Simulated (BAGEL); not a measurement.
# HF/6-31G(d) (density fitting with cc-pvqz-jkfit, spherical functions) run of C4H4N2 (pyridazine)

Aim: the vertical ionisation energy of C4H4N2 (pyridazine) at HF/6-31G* (density fitting with cc-pvqz-jkfit, spherical functions), from 2 runs. 

Program for the calculation: BAGEL 1.2.2.

1 further run of the same task is left out (set aside as unsound or not needed). Runs told in other sessions of the task aren't counted.

## 1. The system as given

C4H4N2 has 10 atoms, charge 0, and is taken as a singlet. As SMILES, `c1ccnnc1`. The coordinates come from a PBE0-D4/def2-TZVP relaxation.

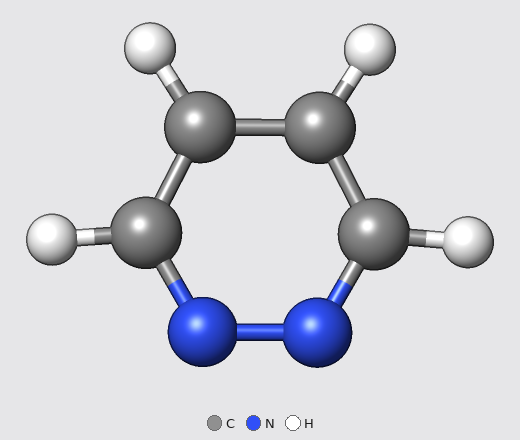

Viewed from a chosen angle; carbon grey, nitrogen blue, hydrogen white.

## 2. The energy at HF/6-31G(d) (density fitting with cc-pvqz-jkfit, spherical functions)

File hf.json:

```json
{ "bagel": [

{
  "title": "molecule",
  "basis": "6-31gs.json",
  "df_basis": "cc-pvqz-jkfit",
  "angstrom": "true",
  "geometry": [
    { "atom": "C", "xyz": [       0.803840,      -0.300940,      -0.624370 ] },
    { "atom": "C", "xyz": [       0.096680,      -1.007380,       0.320000 ] },
    { "atom": "C", "xyz": [      -0.915560,      -0.325760,       0.983100 ] },
    { "atom": "N", "xyz": [      -1.221050,       0.943460,       0.750710 ] },
    { "atom": "N", "xyz": [      -0.543580,       1.620300,      -0.154280 ] },
    { "atom": "C", "xyz": [       0.435220,       1.023630,      -0.820750 ] },
    { "atom": "H", "xyz": [       1.611460,      -0.744790,      -1.194130 ] },
    { "atom": "H", "xyz": [       0.309250,      -2.045690,       0.544970 ] },
    { "atom": "H", "xyz": [      -1.519820,      -0.811820,       1.742120 ] },
    { "atom": "H", "xyz": [       0.943560,       1.649000,      -1.547370 ] }
  ]
},

{
  "title": "hf"
},

{
  "title": "print",
  "file": "orbitals.molden",
  "orbitals": "true"
}

]}
```

The basis set 6-31G* is read from a file made from the Basis Set Exchange's data (not shown).

Started as:

```
BAGEL_NUM_THREADS=1 BAGEL hf.json > hf.out
```

Output:

```text
* using 1 threads per process

  ===============================================================
  ===============================================================

  *** Geometry ***

  { "atom" : "C", "xyz" : [      1.519037,     -0.568694,     -1.179888 ] },
  { "atom" : "C", "xyz" : [      0.182699,     -1.903672,      0.604712 ] },
  { "atom" : "C", "xyz" : [     -1.730158,     -0.615597,      1.857790 ] },
  { "atom" : "N", "xyz" : [     -2.307450,      1.782881,      1.418636 ] },
  { "atom" : "N", "xyz" : [     -1.027217,      3.061923,     -0.291547 ] },
  { "atom" : "C", "xyz" : [      0.822447,      1.934380,     -1.550993 ] },
  { "atom" : "H", "xyz" : [      3.045218,     -1.407449,     -2.256579 ] },
  { "atom" : "H", "xyz" : [      0.584398,     -3.865794,      1.029844 ] },
  { "atom" : "H", "xyz" : [     -2.872044,     -1.534117,      3.292130 ] },
  { "atom" : "H", "xyz" : [      1.783070,      3.116158,     -2.924106 ] },

  Number of auxiliary basis functions:      840

  Since a DF basis is specified, we compute 2- and 3-index integrals:
    o Being stored without compression. Storage requirement is 0.057 GB

  Number of basis functions:       92
  Number of electrons      :       42

    * METHOD: MOLECULE                             0.87

  *** RHF ***

  === Nuclear Repulsion ===
   209.2281410203

      * DIIS with orbital gradients will be used.

  === RHF iteration (6-31gs.json) ===
      0       -262.45774462          0.01624615           0.16
      1       -262.58049627          0.01106637           0.16
      2       -262.64328343          0.00236832           0.16
      3       -262.64766001          0.00065110           0.15
      4       -262.64797320          0.00017641           0.16
      5       -262.64803810          0.00009164           0.16
      6       -262.64805399          0.00003600           0.16
      7       -262.64805636          0.00001346           0.15
      8       -262.64805680          0.00000530           0.15
      9       -262.64805688          0.00000156           0.15
     10       -262.64805689          0.00000087           0.15
     11       -262.64805689          0.00000017           0.15
     12       -262.64805689          0.00000008           0.15
     13       -262.64805689          0.00000003           0.15
     14       -262.64805689          0.00000001           0.16
     15       -262.64805689          0.00000000           0.15
    * SCF iteration converged.

    * Permanent dipole moment:
           (   -0.965450,     1.402658,     0.326315) a.u.

    * METHOD: HF                                   2.79

    * METHOD: PRINT                                0.02

  ===============================================================
```

It took 3.9 s on 1 thread of Arm Neoverse V1, shared host; peak memory 0.2 GiB.

## 3. The doublet cation, same level

File input.json:

```json
{ "bagel": [

{
  "title": "molecule",
  "basis": "6-31gs.json",
  "df_basis": "cc-pvqz-jkfit",
  "angstrom": true,
  "geometry": [
    { "atom": "C", "xyz": [    0.803840,   -0.300940,   -0.624370 ] },
    { "atom": "C", "xyz": [    0.096680,   -1.007380,    0.320000 ] },
    { "atom": "C", "xyz": [   -0.915560,   -0.325760,    0.983100 ] },
    { "atom": "N", "xyz": [   -1.221050,    0.943460,    0.750710 ] },
    { "atom": "N", "xyz": [   -0.543580,    1.620300,   -0.154280 ] },
    { "atom": "C", "xyz": [    0.435220,    1.023630,   -0.820750 ] },
    { "atom": "H", "xyz": [    1.611460,   -0.744790,   -1.194130 ] },
    { "atom": "H", "xyz": [    0.309250,   -2.045690,    0.544970 ] },
    { "atom": "H", "xyz": [   -1.519820,   -0.811820,    1.742120 ] },
    { "atom": "H", "xyz": [    0.943560,    1.649000,   -1.547370 ] }
  ]
},
{
  "title": "uhf",
  "charge": 1,
  "nopen": 1
},
{
  "title": "print",
  "file": "orbitals.molden",
  "orbitals": true
}

]}
```

The basis set 6-31G* is read from a file made from the Basis Set Exchange's data (not shown).

Started as:

```
BAGEL_NUM_THREADS=1 BAGEL input.json > input.out
```

Output:

```text
* using 1 threads per process

  ===============================================================
  ===============================================================

  *** Geometry ***

  { "atom" : "C", "xyz" : [      1.519037,     -0.568694,     -1.179888 ] },
  { "atom" : "C", "xyz" : [      0.182699,     -1.903672,      0.604712 ] },
  { "atom" : "C", "xyz" : [     -1.730158,     -0.615597,      1.857790 ] },
  { "atom" : "N", "xyz" : [     -2.307450,      1.782881,      1.418636 ] },
  { "atom" : "N", "xyz" : [     -1.027217,      3.061923,     -0.291547 ] },
  { "atom" : "C", "xyz" : [      0.822447,      1.934380,     -1.550993 ] },
  { "atom" : "H", "xyz" : [      3.045218,     -1.407449,     -2.256579 ] },
  { "atom" : "H", "xyz" : [      0.584398,     -3.865794,      1.029844 ] },
  { "atom" : "H", "xyz" : [     -2.872044,     -1.534117,      3.292130 ] },
  { "atom" : "H", "xyz" : [      1.783070,      3.116158,     -2.924106 ] },

  Number of auxiliary basis functions:      840

  Since a DF basis is specified, we compute 2- and 3-index integrals:
    o Being stored without compression. Storage requirement is 0.057 GB

  Number of basis functions:       92
  Number of electrons      :       42

    * METHOD: MOLECULE                             0.88

  *** Open-shell HF ***

  === Nuclear Repulsion ===
   209.2281410203

      * DIIS with orbital gradients will be used.

  === UHF iteration (6-31gs.json) ===
      0       -262.17915774          0.02434860           0.32
      1       -262.28844619          0.01482339           0.32
      2       -262.30810628          0.01116639           0.33
      3       -262.32737227          0.00184406           0.33
      4       -262.32958898          0.00051391           0.31
      5       -262.32997546          0.00026314           0.30
      6       -262.33023097          0.00009280           0.30
      7       -262.33038758          0.00006011           0.31
      8       -262.33057457          0.00003374           0.31
      9       -262.33070261          0.00002825           0.30
     10       -262.33081039          0.00001853           0.30
     11       -262.33087018          0.00001321           0.31
     12       -262.33087778          0.00000606           0.30
     13       -262.33087735          0.00000329           0.30
     14       -262.33087789          0.00000094           0.31
     15       -262.33087802          0.00000083           0.31
     16       -262.33087812          0.00000060           0.31
     17       -262.33087816          0.00000031           0.31
     18       -262.33087817          0.00000028           0.31
     19       -262.33087817          0.00000027           0.31
     20       -262.33087817          0.00000028           0.32
     21       -262.33087817          0.00000024           0.31
     22       -262.33087817          0.00000023           0.32
     23       -262.33087817          0.00000019           0.32
     24       -262.33087817          0.00000018           0.32
     25       -262.33087817          0.00000015           0.32
     26       -262.33087817          0.00000014           0.31
     27       -262.33087817          0.00000012           0.33
     28       -262.33087817          0.00000011           0.33
     29       -262.33087817          0.00000007           0.33
     30       -262.33087817          0.00000004           0.33
     31       -262.33087817          0.00000002           0.34
     32       -262.33087817          0.00000002           0.32
     33       -262.33087817          0.00000002           0.31
     34       -262.33087817          0.00000002           0.31
     35       -262.33087817          0.00000001           0.31
     36       -262.33087817          0.00000001           0.31
    * SCF iteration converged.

    * S^2 (UHF) is 0.8335

    * Permanent dipole moment:
           (   -0.586935,     0.852745,     0.198374) a.u.

    * METHOD: UHF                                 12.03

    * METHOD: PRINT                                0.02

  ===============================================================
```

Run time: 13 s. Hardware: 1 thread of Arm Neoverse V1, shared host; peak memory 0.2 GiB.

## 4. Summary of results

Level: HF/6-31G* (density fitting with cc-pvqz-jkfit, spherical functions).

| quantity | value |
| --- | --- |
| singlet C4H4N2: total energy | -262.64806 Eh |
| singlet C4H4N2: dipole moment | 4.41 D |
| singlet C4H4N2: HOMO energy | -10.39 eV |
| singlet C4H4N2: LUMO energy | 2.67 eV |
| singlet C4H4N2: HOMO–LUMO gap | 13.06 eV |
| doublet cation: total energy | -262.33088 Eh |
| doublet cation: ⟨S²⟩ | 0.834 |
| vertical ionisation energy (to the doublet cation) | 8.631 eV |

What this shows: The vertical ionisation energy comes to 8.63 eV (833 kJ/mol). The negative HOMO energy of the first species, 10.39 eV, lies 1.76 eV above that difference.
